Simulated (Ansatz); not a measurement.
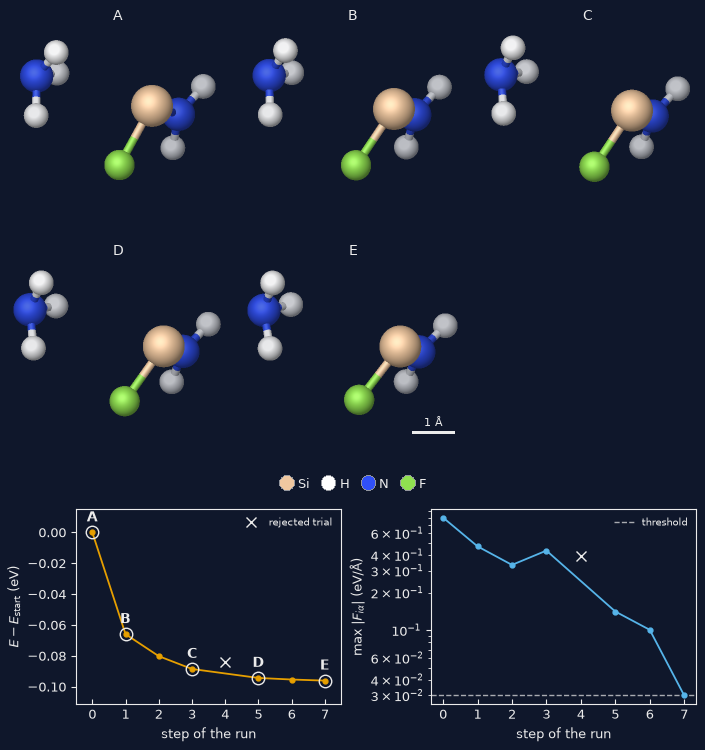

Frames of a relaxation of SiN2H5F, marked on the history of the run. The picture is a ball-and-stick view, seen from a free direction.

The run prepares an end point of a later path (reaction) calculation, from a guessed geometry.

All numbers below come from Ansatz, RHF/def2-SVP. Set-up: no spin polarisation; force threshold 0.03 eV/Å; at most 50 steps.

Describe the path.

Answer. The atom that moves furthest after the best rigid fit is an H atom (0.47 Å). Largest moves by element: H 0.47 Å, Si 0.35 Å, N 0.19 Å, F 0.12 Å. Among the contacts that change: H–N 1.026 → 1.005 Å, F–Si 1.641 → 1.636 Å. After 6 accepted moves (7 points after the start) the energy has fallen by 0.096 eV. The largest force component goes from 0.8 to 0.03 eV/Å. The line search rejected the trial step at point 4 of the run. From step 0 to 1: the Si atom moves most (0.19 Å), energy −0.066 eV. From step 1 to 3: an H atom moves most (0.19 Å), energy −0.023 eV. From step 3 to 5: the Si atom moves most (0.05 Å), energy −0.006 eV. From step 5 to 7: an H atom moves most (0.09 Å), energy −0.002 eV.

```tsv
step	E − E(0), eV	largest force component, eV/Å	note
0	0.0000	0.8008	
1	-0.0659	0.4711	
2	-0.0801	0.3344	
3	-0.0885	0.4356	
4	-0.0841	0.3948	rejected
5	-0.0943	0.1413	
6	-0.0953	0.1008	
7	-0.0960	0.0300
```

Limits of the set-up: the start holds two separate molecules, 2.5 Å apart at their closest, whose relative position is a soft coordinate and is computed without a dispersion correction; Hartree-Fock leaves out electron correlation.
